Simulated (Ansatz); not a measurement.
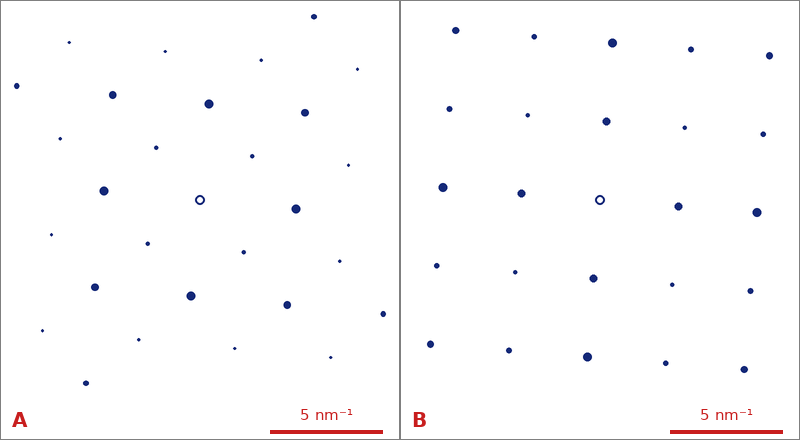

Kinematic electron diffraction patterns (200 kV, B = 0.5 Å², same scale, each along a low-index zone) of two structures of composition CdGa2, each relaxed at zero pressure with DFT PBE, scalar-relativistic, plane waves, PAW (Ansatz).

The structures (standard cells):
1. Fd-3m (No. 227), a = 7.991 Å, 24 atoms; generated start, possibly hypothetical
2. Fm-3m (No. 225), a = 6.515 Å, 12 atoms; generated start, possibly hypothetical

Which pattern belongs to which structure, and along which zone?

Answer. A is structure 2 along [001] or an equivalent direction: square net of 2 0 0 at d = 3.26 Å and 0 2 0 at d = 3.26 Å, 90.0° apart. B is structure 1 along [001] or an equivalent direction: square net of 2 -2 0 at d = 2.83 Å and 2 2 0 at d = 2.83 Å, 90.0° apart (some points of this net are extinct or too weak to see).

Which structure lies lowest at this level of theory, and by how much?

Answer. Structure 1 (Fd-3m, 21.26 Å³ an atom) is the lowest of these; structure 2 (Fm-3m, 23.04 Å³ an atom) lies about 30 meV an atom higher. These are static energies at 0 K; other structures, not shown, may lie lower still.
